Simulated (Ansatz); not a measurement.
# C2H5BrSi: one species, many methods

Aim: compute C2H5BrSi with functionals from several rungs and with coupled cluster, and see how far each lands from CCSD(T) at the basis-set limit for the atomisation energy.

Computed with Ansatz 0.2.0, Gaussian basis. Level: functionals in def2-TZVPP, the program's frozen cores in correlated methods.

The runs, in order: PBE-D4, r2SCAN-D4, PBE0-D4, B3LYP-D4, ωB97X-V, ωB97M-V, B2PLYP; CCSD(T)/def2-TZVPP; MP2/def2-QZVPP; extrapolation to the limit.

## (1) The geometry

An earlier PBE0-D4 in a triple-zeta def2 set relaxation fixed the geometry.

SMILES `Br[SiH]1CC1`, 9 atoms, charge 0, spin multiplicity 1.

Atoms are counted from 1 here; the program's logs count them from 0.

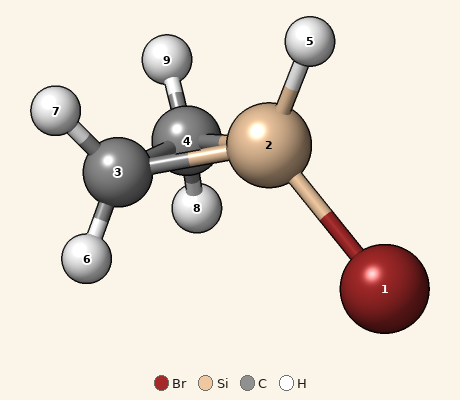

The geometry (bromine red, silicon light orange, carbon grey, hydrogen white); atoms are numbered from 1 in the order of the file.

## (2) PBE-D4 (GGA)

in.yaml

```yaml
crystal:
  periodic: [false, false, false]
  atoms:
    - {symbol: Br, position_ang: [-1.336453, -0.347234, -2.500759]}
    - {symbol: Si, position_ang: [-0.404493, 0.600932, -0.739609]}
    - {symbol: C, position_ang: [0.970257, -0.248415, 0.121779]}
    - {symbol: C, position_ang: [-0.401243, -0.281435, 0.864994]}
    - {symbol: H, position_ang: [-0.485107, 2.070378, -0.823631]}
    - {symbol: H, position_ang: [1.324075, -1.202811, -0.254348]}
    - {symbol: H, position_ang: [1.757538, 0.336128, 0.587682]}
    - {symbol: H, position_ang: [-0.873727, -1.255746, 0.935924]}
    - {symbol: H, position_ang: [-0.462248, 0.282104, 1.790869]}
basis:
  gaussian: {orbitals: def2-TZVPP}
hamiltonian: {xc: pbe, dispersion: d4}
output: {forces: true, orbitals: {seedname: orbitals}}
```

On the command line:

```console
ansatz run in.yaml --threads 4 --pin off --events-out ev --progress --plain --max-ram 10444MiB
```

After this run come: r2SCAN-D4 (meta-GGA); PBE0-D4 (hybrid); B3LYP-D4 (hybrid); ωB97X-V (range-separated); ωB97M-V (range-separated); B2PLYP (double hybrid); CCSD(T) in def2-TZVPP; MP2 in def2-QZVPP.

**Question.** What will the summary of the whole plan be? Wanted: atomisation energy, CCSD(T)/CBS; farthest; mean size of error, hybrid; mean size of error, range-separated; gap, smallest and largest; T1 diagnostic; triples share of the correlation energy.

As calculated:

| quantity | value |
| --- | --- |
| atomisation energy, CCSD(T)/CBS | 3215.2 kJ/mol |
| functionals within 32.2 kJ/mol (1.0 %) | r2SCAN-D4, PBE0-D4, B3LYP-D4, ωB97X-V, ωB97M-V |
| farthest | PBE-D4 (+49.5 kJ/mol) |
| mean size of error, hybrid | 17.5 kJ/mol |
| mean size of error, range-separated | 4.7 kJ/mol |
| gap, smallest and largest | 4.95 eV (PBE-D4), 11.48 eV (ωB97X-V) |
| T1 diagnostic | 0.0087 |
| triples share of the correlation energy | 3.9 % |

In words: PBE-D4 is off by +49.5 kJ/mol. Double hybrids carry the basis error of their MP2 part in triple zeta, and no dispersion term here, so their miss is partly the set-up's. Misses under about 32.2 kJ/mol are within the doubt on the reference itself, which lacks core-valence correlation, relativity and higher excitations, and its outer-core shells are covered unevenly. All levels share the lack of spin-orbit coupling, which lowers the free heavy atoms and so the true binding. Hartree-Fock recovers 74 % of the binding; the rest is correlation. The gap grows from 5.0 to 11.5 eV across the functionals, mostly with the share of exact exchange. Correlated methods include outer-core shells of Br, which these sets cover unevenly.
